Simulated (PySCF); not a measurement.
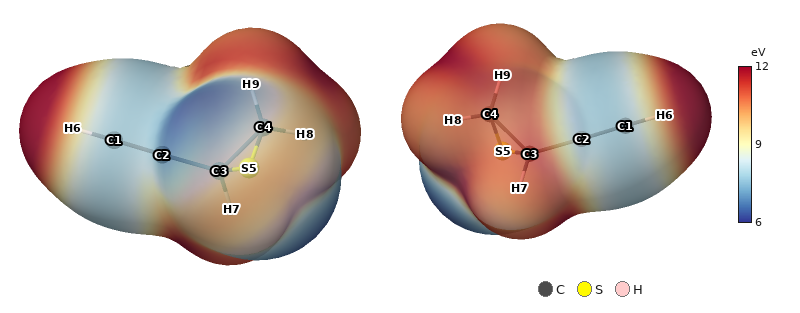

Figure. C4H4S, SMILES `C#CC1CS1`. Average local ionisation energy on the surface of electron density 0.001 a.u. (back view left, front view right).

PySCF calculation, PBE/cc-pVTZ, gas phase; geometry: GFN2-xTB. No frequency check shows the geometry to be a minimum. GFN2-xTB bond lengths at metals and heavier atoms can be off by up to 0.1 Å and shapes distorted, which carries into these values.

### Where are the most loosely bound electrons on this surface?

The lowest value is 6.3 eV, 2.3 Å from S5. Further minima include 6.4 eV, 2.3 Å from S5; 7.7 eV, off the C1–C2 bond (2.1 to 2.2 Å from its atoms); 10.5 eV, 1.4 Å from H8. For comparison, the highest occupied orbital lies at −5.5 eV.

Cost of the run: 31 s on 1 thread of Intel(R) Xeon(R) Platinum 8488C (Sapphire Rapids) (shared host), peak memory 0.68 GiB.
